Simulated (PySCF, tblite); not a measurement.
# C4H7BClO2 radical: geometry, infrared bands and EPR parameters

What infrared bands and EPR parameters should C4H7BClO2 radical (`[CH2][C@H](C=C)OB(O)Cl`) show?

Programs: tblite 0.8.0 and PySCF 2.14.0, with density-fitted response routines of our own. Each step states its level of theory. These are calculated values for one molecule in the gas phase, unless marked as measured. Atoms are numbered from 0 throughout.

### 1 The starting structure

15 atoms, charge 0, multiplicity 2; geometry from: force field or distance geometry start.

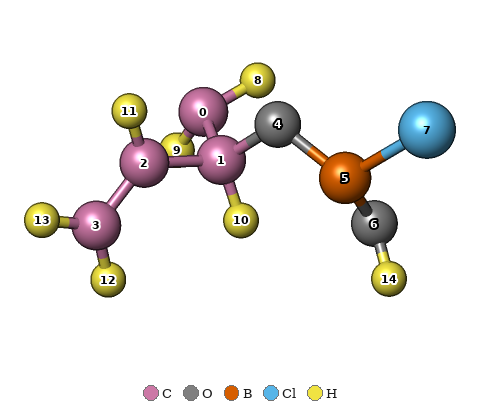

The starting geometry (carbon pink, oxygen grey, boron orange, chlorine blue, hydrogen yellow), atoms numbered.

### 2 Optimising the geometry with GFN2-xTB

The job: settings as JSON, then the geometry in Å.

```
{"job": {"kind": "relax", "xc": "GFN2-xTB", "basis": "xTB"}, "charge": 0, "multiplicity": 2}
C      0.460900    -0.828300     1.638100
C      0.128600    -0.073200     0.360700
C      1.365600     0.688200     0.007200
C      2.217400     0.317200    -0.930800
O     -0.893500     0.837300     0.524000
B     -1.989700     0.630000    -0.430800
O     -2.369900    -0.784200    -0.617400
Cl    -3.452600     1.745400    -0.156500
H     -0.449400    -0.997400     2.254200
H      0.980600    -1.769200     1.406800
H     -0.137100    -0.760400    -0.447800
H      1.536600     1.611800     0.533600
H      2.098500    -0.614600    -1.494300
H      3.082200     0.968500    -1.097100
H     -2.582700    -0.963200    -1.571700
```

Started as:

```bash
$ OMP_NUM_THREADS=1 python probes_run.py task.json out
```

This one command runs all jobs of the session in turn.

Output:

```text
step      E/eV     max force
  0    -706.95665    4.573
  1    -707.75905    3.161
  2    -708.19535    2.387
  3    -708.34190    0.961
  4    -708.44765    0.851
  5    -708.48982    0.884
  6    -708.53008    0.691
  7    -708.56876    0.660
  8    -708.59418    0.560
  9    -708.63262    0.605
 10    -708.66576    0.510
 11    -708.69500    0.463
 12    -708.71400    0.686
 13    -708.72241    0.924
 14    -708.74500    0.461
 15    -708.75861    0.318
 16    -708.76542    0.240
 17    -708.77182    0.292
 18    -708.77979    0.281
 19    -708.78755    0.271
 20    -708.79461    0.224
 21    -708.80036    0.181
 22    -708.80593    0.263
 23    -708.81133    0.254
 24    -708.81616    0.216
 25    -708.82052    0.178
 26    -708.82422    0.197
 27    -708.82730    0.192
 28    -708.83004    0.131
 29    -708.83254    0.146
 30    -708.83482    0.146
 31    -708.83706    0.118
 32    -708.83925    0.101
 33    -708.84122    0.127
 34    -708.84287    0.139
 35    -708.84410    0.102
 36    -708.84494    0.062
 37    -708.84550    0.059
 38    -708.84598    0.078
 39    -708.84638    0.068
 40    -708.84668    0.035
 41    -708.84689    0.038
 42    -708.84711    0.043
 43    -708.84739    0.054
 44    -708.84772    0.055
 45    -708.84810    0.056
 46    -708.84859    0.059
 47    -708.84935    0.082
 48    -708.85046    0.113
 49    -708.85173    0.097
 50    -708.85286    0.083
 51    -708.85370    0.102
 52    -708.85439    0.113
 53    -708.85536    0.132
 54    -708.85630    0.087
 55    -708.85722    0.079
 56    -708.85779    0.077
 57    -708.85897    0.084
 58    -708.86004    0.121
 59    -708.86059    0.083
 60    -708.86101    0.068
 61    -708.86134    0.045
 62    -708.86178    0.043
 63    -708.86207    0.049
 64    -708.86228    0.040
 65    -708.86241    0.025
 66    -708.86251    0.020
 67    -708.86256    0.020
 68    -708.86260    0.019
 69    -708.86263    0.014
 70    -708.86266    0.013
 71    -708.86269    0.013
 72    -708.86271    0.012
 73    -708.86273    0.011
 74    -708.86275    0.009
```

Run time: 0.51 s. Hardware: 1 thread of Arm Neoverse V1, shared host.

Step by step: (not every step is listed)

| step | energy from step 0 (eV) | largest force (eV/Å) |
| --- | --- | --- |
| 0 | 0.0000 | 4.5733 |
| 1 | -0.8024 | 3.1612 |
| 2 | -1.2387 | 2.3867 |
| 3 | -1.3853 | 0.9613 |
| 4 | -1.4910 | 0.8512 |
| 5 | -1.5332 | 0.8838 |
| 6 | -1.5734 | 0.6906 |
| 7 | -1.6121 | 0.6595 |
| 8 | -1.6375 | 0.5601 |
| 14 | -1.7884 | 0.4609 |
| 20 | -1.8380 | 0.2242 |
| 26 | -1.8676 | 0.1974 |
| 32 | -1.8826 | 0.1008 |
| 38 | -1.8893 | 0.0781 |
| 44 | -1.8911 | 0.0548 |
| 50 | -1.8962 | 0.0834 |
| 56 | -1.9011 | 0.0772 |
| 62 | -1.9051 | 0.0431 |
| 68 | -1.9060 | 0.0189 |
| 69 | -1.9060 | 0.0136 |
| 70 | -1.9060 | 0.0132 |
| 71 | -1.9060 | 0.0127 |
| 72 | -1.9061 | 0.0117 |
| 73 | -1.9061 | 0.0107 |
| 74 | -1.9061 | 0.0086 |

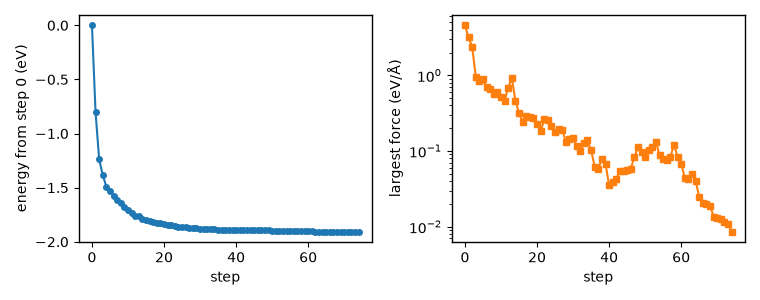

Energy and force, step by step.

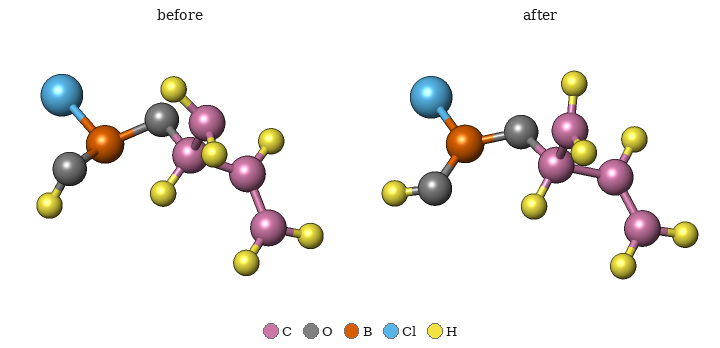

The geometry before (left) and after (right).

Close pairs (by a distance rule), those that changed most:

| bond | before (Å) | after (Å) | change (Å) |
| --- | --- | --- | --- |
| O4–B5 | 1.468 | 1.330 | -0.138 |
| B5–O6 | 1.476 | 1.348 | -0.128 |
| B5–Cl7 | 1.860 | 1.755 | -0.105 |
| C1–O4 | 1.379 | 1.430 | +0.051 |
| C0–C1 | 1.521 | 1.472 | -0.048 |
| C0–H8 | 1.112 | 1.072 | -0.041 |
| O6–H14 | 0.994 | 0.957 | -0.037 |
| C0–H9 | 1.099 | 1.071 | -0.029 |

The final coordinates are the input of the step that follows.

### 3 Vibrational analysis with GFN2-xTB

The job: settings as JSON, then the geometry in Å.

```
{"job": {"kind": "ir", "xc": "GFN2-xTB", "basis": "xTB"}, "charge": 0, "multiplicity": 2}
C      0.377216    -0.901299     1.526046
C      0.132797    -0.212135     0.248332
C      1.360802     0.645871     0.020798
C      2.321994     0.348932    -0.835546
O     -1.008342     0.645146     0.328611
B     -2.154657     0.412854    -0.305056
O     -2.372324    -0.654256    -1.100159
Cl    -3.412993     1.610941    -0.055552
H      0.112250    -0.416982     2.444464
H      0.984443    -1.783309     1.541909
H      0.007301    -0.923091    -0.577303
H      1.409754     1.515447     0.658825
H      2.271130    -0.520501    -1.469500
H      3.199352     0.964865    -0.934949
H     -3.233137    -0.724494    -1.512833
```

Output:

```text
mode    cm-1     km/mol
  1      11.2      1.24
  2      56.3      0.07
  3      93.4      0.22
  4     125.6      0.16
  5     176.6      4.28
  6     220.6      1.93
  7     272.3      6.74
  8     314.4      3.34
  9     368.5      3.69
 10     382.9      4.27
 11     481.2      6.02
 12     496.5     13.78
 13     518.2     20.14
 14     527.0    219.71
 15     646.7      6.43
 16     663.0     15.43
 17     834.0     20.49
 18     882.4     18.85
 19     915.0     13.39
 20     948.7    181.37
 21    1004.7     29.86
 22    1026.8     37.26
 23    1078.3    182.22
 24    1106.7    328.45
 25    1127.4      2.05
 26    1211.5      1.79
 27    1251.9      2.46
 28    1282.2     32.20
 29    1355.7    532.07
 30    1363.7     24.49
 31    1399.3      3.04
 32    1676.2     16.52
 33    2890.0     23.94
 34    3088.2      8.85
 35    3102.3     10.17
 36    3129.5     33.15
 37    3144.9      3.99
 38    3199.3     15.90
 39    3628.1     42.95
```

Wall time 0.48 s (1 thread of Arm Neoverse V1, shared host).

The strongest bands and the atoms that carry them (share of the mass-weighted mode):

| cm⁻¹ | km/mol | atoms |
| --- | --- | --- |
| 527 | 219.7 | H14 54 %, B5 18 %, O6 13 % |
| 949 | 181.4 | H14 61 %, O4 14 % |
| 1027 | 37.3 | C1 40 %, B5 13 % |
| 1078 | 182.2 | B5 20 %, C1 20 %, O6 13 %, C2 13 % |
| 1107 | 328.4 | C1 25 %, B5 19 %, O4 18 %, O6 11 % |
| 1356 | 532.1 | B5 61 %, O4 21 % |
| 3130 | 33.1 | H13 49 %, H12 37 % |
| 3628 | 43.0 | H14 94 % |

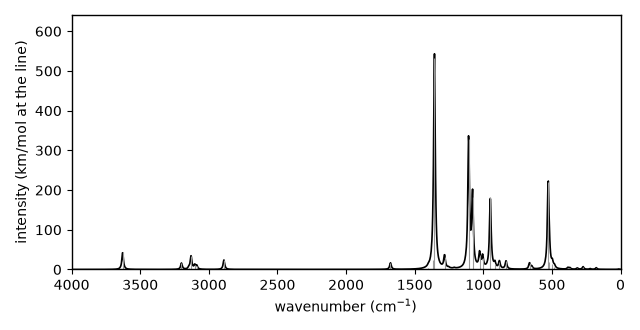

The infrared spectrum from these modes, unscaled. Lines are broadened to a width of 14 cm⁻¹ (Lorentzian).

### 4 EPR parameters: B3LYP/pcH-1

The job, as its differences from that of step 3:

```diff
@@ -1,2 +1,2 @@
-{"job": {"kind": "ir", "xc": "GFN2-xTB", "basis": "xTB"}, "charge": 0, "multiplicity": 2}
+{"job": {"kind": "epr", "basis": "pcH-1"}, "charge": 0, "multiplicity": 2}
 C      0.377216    -0.901299     1.526046
```

Level: UKS B3LYP, pcH-1 on B C Cl H O, non-relativistic, mean-field spin-orbit, GIAO.

Output:

```text
UKS, coarse grid
  cycle   1  E = -792.06645336  |g| = 6.75e-01
  cycle   2  E = -791.88543440  |g| = 9.94e-01
  cycle   3  E = -792.22379902  |g| = 8.99e-02
  cycle   4  E = -792.22661251  |g| = 4.44e-02
  cycle   5  E = -792.22734947  |g| = 1.29e-02
  cycle   6  E = -792.22741108  |g| = 5.75e-03
  cycle   7  E = -792.22742442  |g| = 1.68e-03
  cycle   8  E = -792.22742720  |g| = 8.20e-04
UKS, final grid
  cycle   1  E = -792.22730533  |g| = 1.27e-03
  cycle   2  E = -792.22730355  |g| = 2.30e-03
  cycle   3  E = -792.22730616  |g| = 1.57e-04
  cycle   4  E = -792.22730617  |g| = 5.91e-05
  cycle   5  E = -792.22730618  |g| = 4.82e-05
  cycle   6  E = -792.22730618  |g| = 1.74e-05
E = -792.22730618 Eh   <S^2> = 0.7555 (exact 0.7500)
g shifts (ppm)      1          2          3
  rmc          -143       -143       -143
  gc             11         26         38
  oz_so         -27        444        539
  total        -160        327        433
hyperfine (MHz)  atom isotope    a_iso     a_fc   dipolar eigenvalues
    0   13C      90.47      90.57    -79.85    -79.10    158.95
    1   13C     -29.39     -29.40     -2.64     -0.40      3.04
    2   13C      67.34      67.34    -11.89     -1.24     13.12
    3   13C       7.76       7.77     -9.03     -7.94     16.97
    4   17O      -9.65      -9.65     -3.61      1.67      1.95
    5   11B       0.52       0.52     -0.68     -0.48      1.15
    6   17O      -0.15      -0.15     -0.33      0.10      0.23
    7  35Cl       0.20       0.20     -0.26     -0.19      0.45
    8    1H     -60.68     -60.69    -38.46     -0.28     38.74
    9    1H     -61.63     -61.64    -38.20     -0.61     38.81
   10    1H      45.37      45.37     -5.82     -3.90      9.72
   11    1H       0.32       0.32     -4.06     -2.67      6.73
   12    1H      -6.04      -6.04     -2.99     -0.71      3.71
   13    1H      -3.47      -3.47     -4.64     -1.10      5.74
   14    1H       0.02       0.02     -0.77     -0.70      1.47
```

It took 98 s on 1 thread of Arm Neoverse V1, shared host; peak memory 0.97 GiB.

Principal g values 2.00216, 2.00265, 2.00275; g(iso) = 2.00252, against 2.00232 for a free electron.

Hyperfine couplings; where a row names several nuclei, a(iso) is their mean (it holds for fast rotation or exchange) and the dipolar term the largest among them:

| nuclei | isotope | a(iso) (MHz) | a(iso) (G, at g = 2.0023) | largest dipolar term (MHz) |
| --- | --- | --- | --- | --- |
| C0 | 13C | 90.5 | 32.3 | 158.9 |
| C2 | 13C | 67.3 | 24.0 | 13.1 |
| H8, H9 | 1H | -61.2 | -21.8 | 38.8 |
| H10 | 1H | 45.4 | 16.2 | 9.7 |
| C1 | 13C | -29.4 | -10.5 | 3.0 |
| O4 | 17O | -9.7 | -3.4 | -3.6 |
| C3 | 13C | 7.8 | 2.8 | 17.0 |
| H12 | 1H | -6.0 | -2.2 | 3.7 |
| H13 | 1H | -3.5 | -1.2 | 5.7 |
| B5 | 11B | 0.5 | 0.2 | 1.2 |
| H11 | 1H | 0.3 | 0.1 | 6.7 |
| Cl7 | 35Cl | 0.2 | 0.1 | 0.4 |
| O6 | 17O | -0.2 | -0.1 | -0.3 |
| H14 | 1H | 0.0 | 0.0 | 1.5 |

Mulliken spin populations:

C0 1.05; C1 -0.07; C2 -0.02; C3 0.11; O4 0.01; B5 0.00; O6 0.00; Cl7 0.00; H8 -0.05; H9 -0.04; H10 0.02; H11 0.00; H12 0.00; H13 0.00; H14 0.00

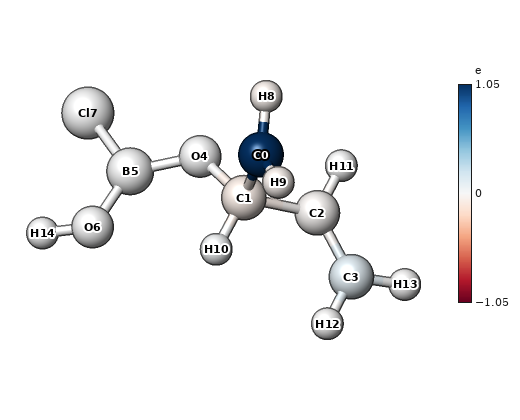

Mulliken spin populations, as colours on the atoms.

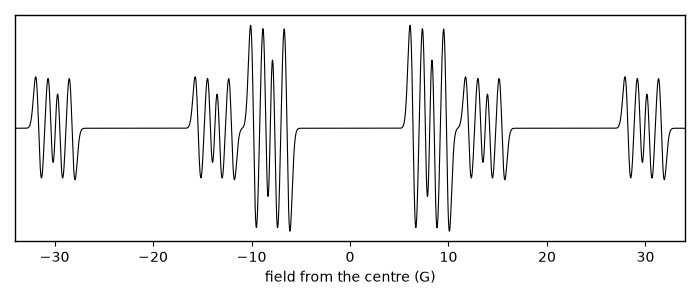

First-order isotropic spectrum (first derivative, main isotopes with spin only, couplings over 0.8 MHz, Gaussian width 0.3 G; couplings of the frozen geometry, rotation of groups not averaged beyond the rows shown).

Orbitals, density, ELF and potential are computed afterwards from the orbital file.

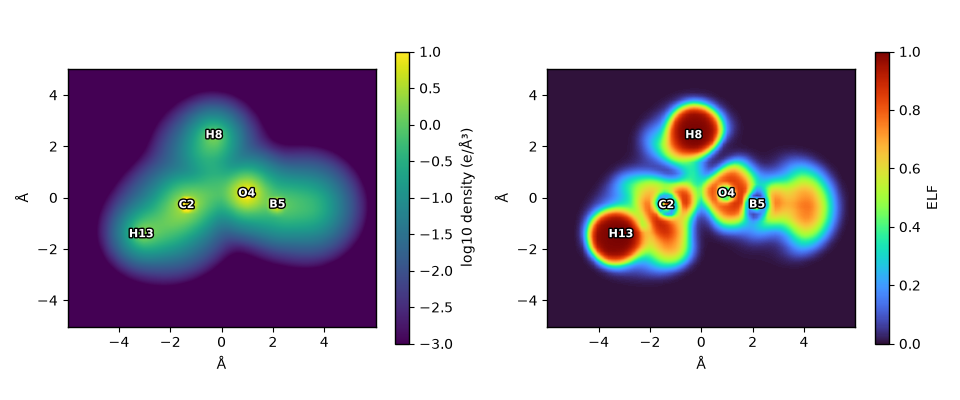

Density (left) and ELF (right) in a plane through or near 5 of the atoms.

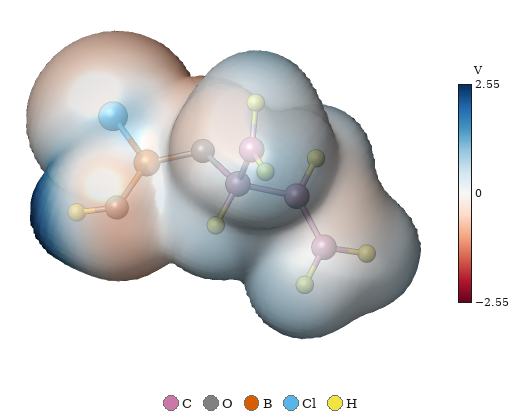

The potential that a unit positive charge feels on the 0.002 e/bohr³ surface, from -1.11 V near O4 to 2.55 V near H14.

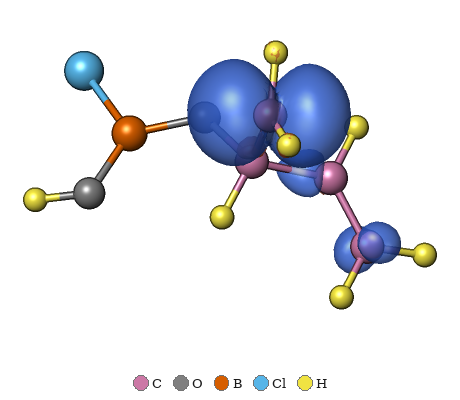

Spin density at ±0.04 e/Å³ (alpha excess blue, beta excess red).

### 5 Outcome

```
                                                                  quantity                  value
                                 strongest single infrared mode (GFN2-xTB)  1356 cm⁻¹, 532 km/mol
                                              zero-point energy (GFN2-xTB)          65.8 kcal/mol
                                                            g(iso) (B3LYP)                2.00252
                                                                      ⟨S²⟩     0.755 (exact 0.75)
                                        largest a(iso) (averaged by class)    13C on C0, 90.5 MHz
potential on the surface of density 0.002 e/bohr³, 1st and 99th percentile     -1.11 V and 2.55 V
```

In words: Relaxing lowered the energy by 1.906 eV in 74 steps; the close pair that moved most is O4–B5, from 1.468 to 1.330 Å. All 39 modes are real, so the xTB geometry is a minimum. The strongest single mode, at 1356 cm⁻¹, moves mainly B5. GFN2-xTB is a fitted tight-binding method: band positions and strengths are rough. Its intensities can rank the bands wrongly. Most of the unpaired spin sits on C0 (1.05 e). The isotropic g lies 0.2 ppt above the free-electron value. These values are for one conformer; the search (at its own cheap level) found 2 more, at 0.27, 1.73 kcal/mol, and measured spectra average over such forms.
